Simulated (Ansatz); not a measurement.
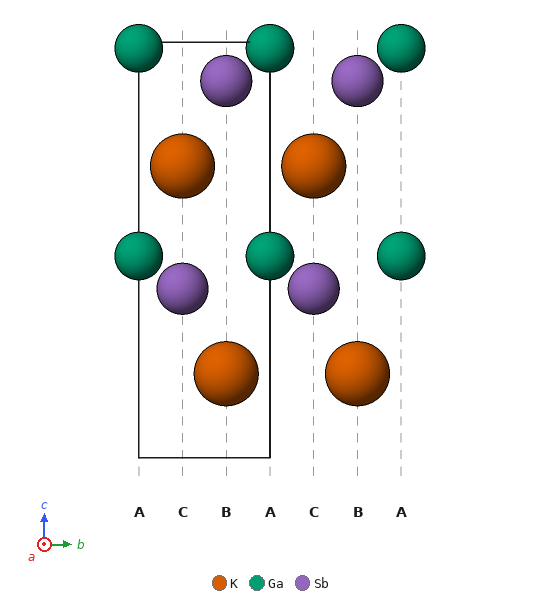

Projection along an edge of the hexagonal mesh, stacking direction c upwards. The dashed lines mark the three columns A (0, 0), B (1/3, 2/3) and C (2/3, 1/3). The sequence starts with the first layer at or above the cell's origin.

KGaSb. Coordinates: the end point of a relaxation with Ansatz 0.2.0, DFT, PAW plane waves, pbe; the starting structure was generated, so it need not be a known form of this composition.

Question: Read off the stacking sequence over one period.

Answer: K(B) – Sb(C) – Ga(A) – K(C) – Sb(B) – Ga(A) (six layers in 12.23 Å).
